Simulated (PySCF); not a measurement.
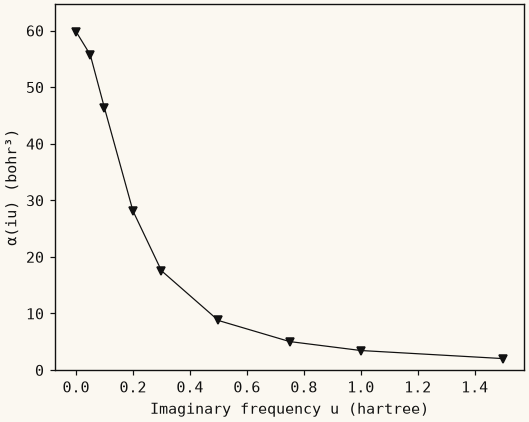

Dipole polarisability at imaginary frequency of an atom or ion with 20 electrons in the configuration [Ar] 4s². Coupled response at the PBE level; PySCF, aug-cc-pwCVTZ-DK, spin-free X2C-1e, unrestricted single determinants, no spin-orbit coupling.

Which species is it, and what does the curve give?

Sc⁺. The static dipole polarisability is 59.8 bohr³; α(iu) falls to half of it near u = 0.19 hartree. The Casimir–Polder integral gives C₆ = 519 hartree bohr⁶ for two such species.
